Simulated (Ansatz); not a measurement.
## Electronic structure of BFHOSi (SMILES [O-]/B=[SiH]\F) (charge −1) in real space

The calculation's input:

```
crystal:
  periodic: [false, false, false]
  atoms:
    - {symbol: B, position_ang: [-2.322502, 0.448184, -0.401045]}
    - {symbol: F, position_ang: [-0.251175, 2.085014, -1.617942]}
    - {symbol: O, position_ang: [-3.277441, 0.363091, 0.379827]}
    - {symbol: Si, position_ang: [-0.985931, 0.530348, -1.963435]}
    - {symbol: H, position_ang: [0.019860, -0.365490, -1.176527]}
basis:
  gaussian:
    orbitals: def2-TZVPD
total_charge: -1
hamiltonian:
  xc: pbe0
output: {forces: true, orbitals: {seedname: orbitals}}
```

Launched as:

```sh
ansatz run input.yaml --threads 1 --pin off --max-ram 2610MiB --events-out events.jsonl --progress --plain --runs-dir runs
```

Geometry: PBE-D3(BJ)/def2-SVPD.

Level of theory: isolated molecule in a Gaussian basis; Kohn-Sham density functional theory, functional PBE0 (Ansatz).

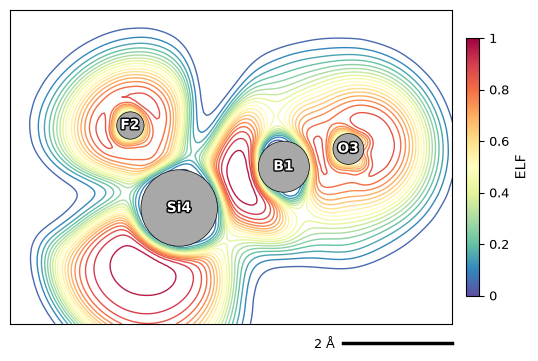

Figure 1. Electron localisation function on the plane of atoms B1, Si4 and F2. Grey discs cover the atomic cores.

### Describe what can be read from this map.

Atoms in the plane: B, F, O and Si.
B–O (1.24 Å): the ELF peaks at about 0.85 between the atoms; a polar covalent bond.
Si–F (1.75 Å): the ELF peaks at about 0.80 in the valence shell of F, 0.6 Å from its nucleus, and is about 0.60 at the midpoint.
Si–B (2.06 Å): the ELF peaks at about 1 between the atoms: localised, covalent bonding.
The ELF also peaks beside Si4, O3 and F2, away from the bonds: lone-pair regions.

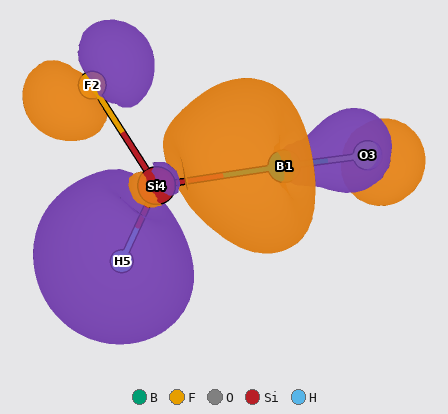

Figure 2. The HOMO−1 at ±0.1 Å⁻³ᐟ² (orange and purple are the two phases), seen at a tilt.

### Where does this orbital lie, and at what energy?

By Hirshfeld shares it lies mainly on Si4 (about 30 %), H5 (about 25 %), B1 (about 25 %), F2 (about 10 %) and O3 (about 10 %). Its energy is −3.62 eV.

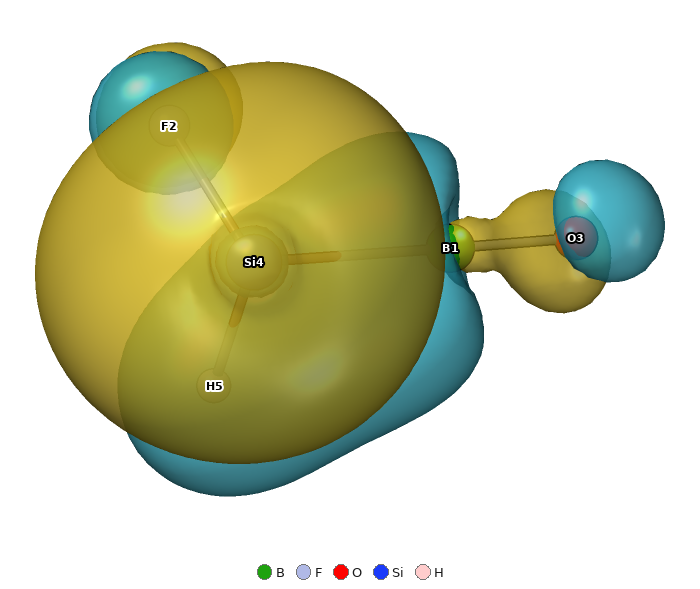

Figure 3. The HOMO at ±0.06 Å⁻³ᐟ² (yellow and cyan are the two phases), seen across its widest extent.

### What is the character of this orbital?

It lies mainly on Si4 (about 70 %), B1 (about 10 %), H5 (about 5 %) and F2 (about 5 %). Its energy is −1.00 eV.
